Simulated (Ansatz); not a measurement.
# Calculations on CHOSe

Part 1: Relaxation

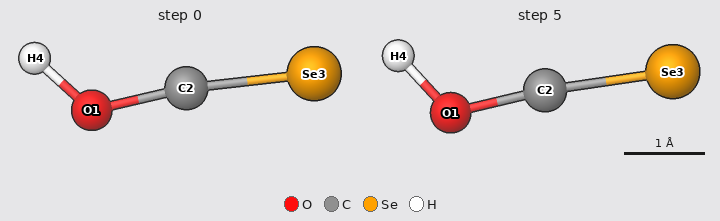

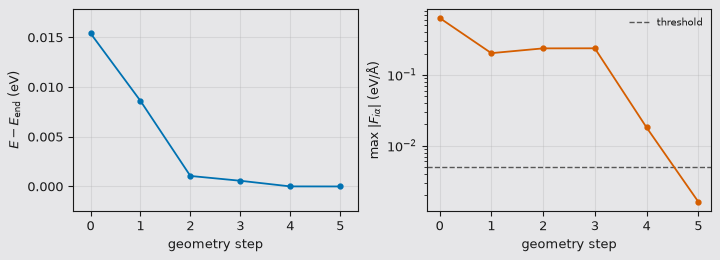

First and last geometry of a relaxation of CHOSe (charge +1), with the history of the run. A ball-and-stick model, seen at a tilt.

Computed with RKS PBE0-D4/def2-TZVP in Ansatz 0.2.0.

Input file:
```yaml
crystal:
  periodic: [false, false, false]
  atoms:
    - {symbol: O, position_ang: [-0.448900, 0.592710, -0.495310]}
    - {symbol: C, position_ang: [0.036890, -0.366820, 0.101000]}
    - {symbol: Se, position_ang: [0.551720, -1.743800, 0.802520]}
    - {symbol: H, position_ang: [-0.139710, 1.517910, -0.408220]}
basis:
  gaussian: {orbitals: def2-TZVP}
total_charge: 1
hamiltonian: {xc: pbe0, dispersion: d4}
relax: {f_tol: 0.005, max_steps: 200}
```

Q: Did the run converge, and what did it change?

A: It converged. The atom that moves furthest after the best rigid fit is H4 (0.057 Å). Largest moves by element: H 0.057 Å, O 0.034 Å, Se 0.031 Å, C 0.031 Å. Some distances before and after: C2–Se3 1.629 → 1.634 Å. Bond angles that change, for instance: C2–O1–H4 124.7° → 119.3°. Over 5 geometry steps the energy falls by 0.015 eV. The largest force component goes from 0.64 to 0.0016 eV/Å.

```json
{"step": "0", "E − E(0), eV": "0.0000", "largest force component, eV/Å": "0.6378"}
{"step": "1", "E − E(0), eV": "-0.0068", "largest force component, eV/Å": "0.2029"}
{"step": "2", "E − E(0), eV": "-0.0144", "largest force component, eV/Å": "0.2370"}
{"step": "3", "E − E(0), eV": "-0.0148", "largest force component, eV/Å": "0.2376"}
{"step": "4", "E − E(0), eV": "-0.0154", "largest force component, eV/Å": "0.0181"}
{"step": "5", "E − E(0), eV": "-0.0154", "largest force component, eV/Å": "0.0016"}
```

Part 2: A change

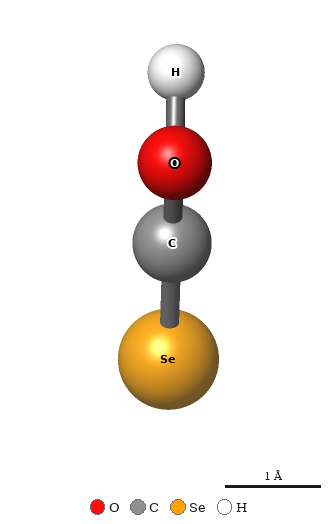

The starting point is CHOSe (charge +1). The picture is a ball-and-stick view, seen from a free direction.

Level of theory: RHF-CCSD(T), frozen core/def2-TZVPP (Ansatz 0.2.0). 

Change: All atoms are moved at random (σ = 0.09 Å) from the PBE0-D4/def2-TZVP minimum.

What does the calculation give for the changed structure?

The energy rises by 0.677 eV. The largest force is 8.5 eV/Å, on the C atom. The forces mostly point back along the displacements (cosine −0.74). At other levels of theory the same distortion costs 0.671 eV (RKS PBE-D4/def2-TZVPP), 0.768 eV (RKS r2SCAN-D4/def2-TZVPP), 0.812 eV (RKS PBE0-D4/def2-TZVPP), 0.757 eV (RKS wB97M-V/def2-TZVPP). Near-neighbour distances before and after: C–O 1.229 → 1.400 Å, H–O 0.981 → 1.030 Å, C–Se 1.634 → 1.599 Å. Bond angles that change, for instance: O–C–Se 175.0° → 177.2°.

Drawn alike, the variant:

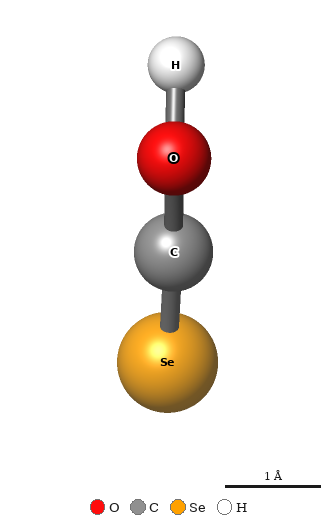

Part 3: Distortion

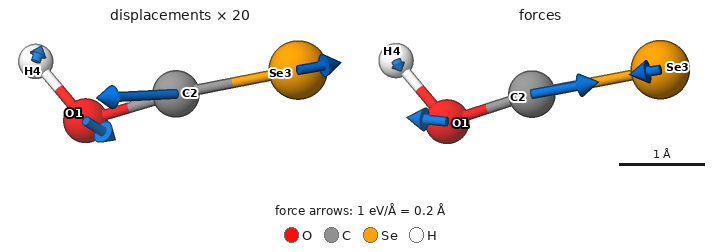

Left: CHOSe (charge +1), with blue arrows for the displacements applied to it. Right: the displaced structure with the computed forces. The picture is a ball-and-stick view, seen at a tilt.

Level of theory: RKS PBE0-D4/def2-TZVPP in Ansatz. 

Question: How do the forces relate to the distortion?

Answer: All atoms are moved at random (σ = 0.04 Å) from the PBE0-D4/def2-TZVP minimum. It costs 0.112 eV. The largest force is 4.3 eV/Å, on C2. The forces point partly back along the displacements (cosine −0.54). At other levels of theory the same distortion costs 0.090 eV (RKS PBE-D4/def2-TZVPP), 0.105 eV (RKS r2SCAN-D4/def2-TZVPP), 0.124 eV (RKS wB97M-V/def2-TZVPP), 0.110 eV (RHF-CCSD(T), frozen core/def2-TZVPP). Among the bonded contacts that change: C2–Se3 1.634 → 1.681 Å, O1–C2 1.229 → 1.199 Å, O1–H4 0.981 → 1.000 Å. Bond angles that change, for instance: O1–C2–Se3 175.0° → 171.7°.
